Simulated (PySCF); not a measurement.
Consider C₃H₈FSi (charge −1).

```json
{"atom": "C", "x (Å)": "-0.3562", "y (Å)": "1.7581", "z (Å)": "-0.0895"}
{"atom": "Si", "x (Å)": "0.0984", "y (Å)": "0.1491", "z (Å)": "0.4586"}
{"atom": "C", "x (Å)": "1.6401", "y (Å)": "-0.5589", "z (Å)": "-0.4059"}
{"atom": "C", "x (Å)": "-1.3106", "y (Å)": "-1.1273", "z (Å)": "0.3559"}
{"atom": "F", "x (Å)": "0.5758", "y (Å)": "-0.1268", "z (Å)": "2.0900"}
{"atom": "H", "x (Å)": "-1.3512", "y (Å)": "2.1731", "z (Å)": "0.1252"}
{"atom": "H", "x (Å)": "0.4034", "y (Å)": "2.5169", "z (Å)": "-0.3251"}
{"atom": "H", "x (Å)": "2.0082", "y (Å)": "-1.4725", "z (Å)": "0.0908"}
{"atom": "H", "x (Å)": "1.4252", "y (Å)": "-0.7891", "z (Å)": "-1.4618"}
{"atom": "H", "x (Å)": "2.4517", "y (Å)": "0.1884", "z (Å)": "-0.3861"}
{"atom": "H", "x (Å)": "-1.5436", "y (Å)": "-1.3660", "z (Å)": "-0.6943"}
{"atom": "H", "x (Å)": "-2.2237", "y (Å)": "-0.7090", "z (Å)": "0.8128"}
{"atom": "H", "x (Å)": "-1.0620", "y (Å)": "-2.0616", "z (Å)": "0.8872"}
```

Geometry: PBE0-D3(BJ)/ma-def2-SVP.

Level of theory: DFT single point, gas phase, functional wB97X in PySCF 2.14.0, density-fitted response routines.

Predict the electron density and electron localisation function between the atoms.

C–H (1.10 Å): ρ at the midpoint is about 1.9 e/Å³; the ELF climbs to about 1 towards the hydrogen, as it does in any bond to H; an ordinary covalent bond to hydrogen.
C–Si (1.90 Å): ρ at the midpoint is about 0.93 e/Å³; the ELF peaks at about 1 between the atoms (localised, covalent bonding).

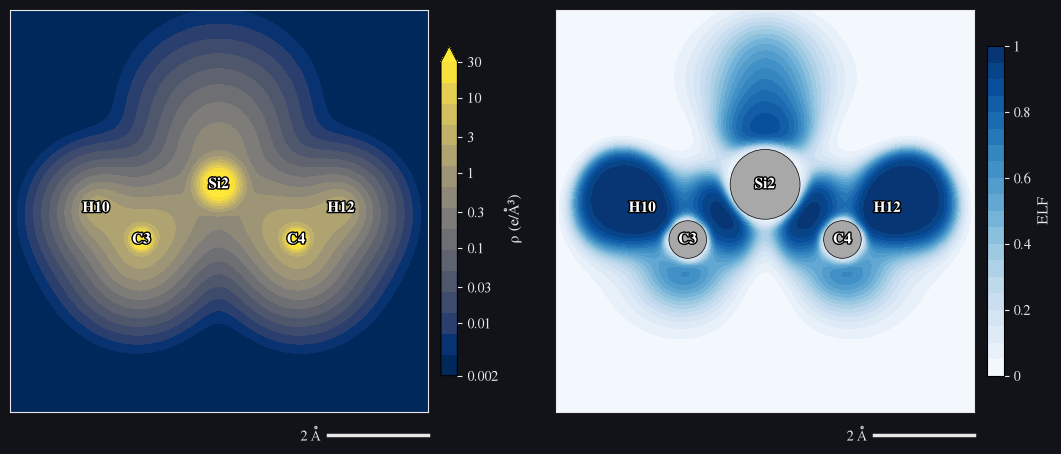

Computed electron density and electron localisation function on the plane of atoms C3, Si2 and C4, in this order. Grey discs cover the atomic cores in the ELF map. 
